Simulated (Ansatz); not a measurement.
# In2O3 (R-3c): spin-orbit coupling beyond the local functionals

Wanted: gaps of In2O3 (R-3c) with and without spin-orbit coupling, with cost.

Program: Ansatz 0.2.0. Level of theory: density functionals with and without spin-orbit coupling, plane waves, PAW. Results are calculated unless marked as measured.

**Experimental background.**

- Gap 3.08 eV: optical gap from linear extrapolation of the absorption edge; UV-visible absorption, Tauc-type extrapolation; powder (hydrothermally grown microspheres, annealed at 400 C) (“Fabrication and performance enhancement of an In2O3/BiVO4 heterojunction for N-butanol gas sensing applications”, 2024, pmc:11650617).

Most raw output is cut from this account.

## Step 1: The structure

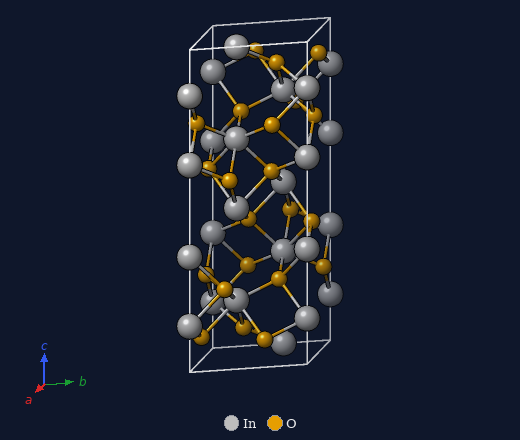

The starting structure, seen slightly off an axis (indium light grey, oxygen orange). This picture shows the conventional cell, with its axes. Some periodic images of atoms are drawn too.

The cell and positions come from the Crystallography Open Database and are kept as given unless a step says otherwise. This is not the form that In2O3 usually takes at ambient conditions. The default PAW set here is soft_2. Its files were made with PBE.

## Step 2: HSE06, 4×4×4 mesh

This step: DFT, HSE06, plane waves, PAW.

input.yaml

```yaml
crystal:
  lattice:
    - [2.7435, 1.5839604635, 4.8366666667]
    - [-2.7435, 1.5839604635, 4.8366666667]
    - [0.0, -3.167920927, 4.8366666667]
  atoms:
    - { symbol: In, position: [0.35731, 0.35731, 0.35731] }
    - { symbol: In, position: [0.14269, 0.14269, 0.14269] }
    - { symbol: In, position: [0.64269, 0.64269, 0.64269] }
    - { symbol: In, position: [0.85731, 0.85731, 0.85731] }
    - { symbol: O, position: [0.548, 0.952, 0.25] }
    - { symbol: O, position: [0.25, 0.548, 0.952] }
    - { symbol: O, position: [0.952, 0.25, 0.548] }
    - { symbol: O, position: [0.452, 0.048, 0.75] }
    - { symbol: O, position: [0.75, 0.452, 0.048] }
    - { symbol: O, position: [0.048, 0.75, 0.452] }
kpoints:
  mp_grid: { grid: [4, 4, 4] }
  band_path:
    path:
      - [0.0, 0.0, 0.0]
      - [0.5, 0.5, 0.5]
      - [0.76183349, 0.23816651, 0.5]
      - [0.5, -0.23816651, 0.23816651]
      - [0.5, 0.0, 0.0]
      - [0.36908326, -0.36908326, 0.0]
      - [0.63091674, 0.0, 0.36908326]
      - [0.5, 0.0, 0.5]
      - [0.3, 0.0, 0.0]
    npoints: 1
hamiltonian:
  xc: hse06
scf:
  occupations: { method: fixed }
  n_extra_bands: 7
output:
  eigenvalues: true
```

Command:

```sh
> ansatz run input.yaml --threads 8 --pin off --max-ram 55296MiB --backend cuda --events-out ev --progress --plain --runs-dir out --devices 1 --max-vram 24GiB  # rebuilt from the run's record
```

Run time: 12 s. Hardware: 1 × NVIDIA H100 80GB HBM3 with 8 threads of AMD EPYC 7R13 (Zen 3), shared host; peak memory 1.6 GiB; 62 s of CPU time.

This step gave:

* gap: 2.824 eV
* valence top at: Γ
* conduction bottom at: Γ
* least direct gap: 2.824 eV
* exact-exchange fraction: 0.25

The gap is direct, at Γ.

## Step 3: HSE06+SOC, 4×4×4 mesh

Spin-orbit coupling can split or shift the edges; a non-collinear run measures by how much.

This step: DFT, HSE06 with spin-orbit coupling, plane waves, PAW.

Changes to input.yaml since step 2:

```diff
@@ -34,3 +34,6 @@
   occupations: { method: fixed }
-  n_extra_bands: 7
+  n_extra_bands: 14
+magnetization:
+  noncollinear: true
+  spin_orbit: true
 output:
```

The job ended after 70 s (1 × NVIDIA H100 80GB HBM3 with 8 threads; peak memory 3.4 GiB).

This step gave:

```
gap                     : 2.817 eV
valence top at          : Γ
conduction bottom at    : Γ
least direct gap        : 2.817 eV
exact-exchange fraction : 0.25
```

The gap stands −0.01 eV against HSE06.

## Step 4: Together

Times are wall times on 1 × NVIDIA H100 80GB HBM3 with 8 threads of AMD EPYC 7R13 (Zen 3), shared host, good to a factor of about two.

```csv
level,gap (eV),with coupling (eV),change (eV),time,with coupling
HSE06,2.82,2.82,−0.01,12 s,70 s
```

## Step 5: Summary of results

| Quantity | Value |
| --- | --- |
| HSE06 | 2.82 eV |
| HSE06+SOC | 2.82 eV |

**Reading.** Spin-orbit coupling changes the gap by −0.01 eV and the least direct gap by −0.01 eV. Against experiment, by HSE06+SOC: the gap of 2.82 eV lies −0.26 eV from the measured 3.08 eV (optical, 2024). An exciton line or allowed optical edge lies below the quasiparticle gap by the binding energy; a forbidden edge can push the onset above it. The lattice is static and excitons are left out.

[Paths, hosts, dates, memory and timing lines, banners, echoed tables and standing remarks are left out of the program output.]

[Logs are printed without paths, hosts, clocks, repeated set-up lines and the standing remarks that a program may print on its own settings, such as how far it seeks lower states.]

[Runs of the session that timed out or met a known fault of the program may be left out.]

[Cells called generated may have been cut or substituted from an entry of the Crystallography Open Database or the Materials Project.]

[Hosts, paths, dates, database ids (printed as entryN), source tags and the programs' standing remarks are cut or masked in the printed files.]
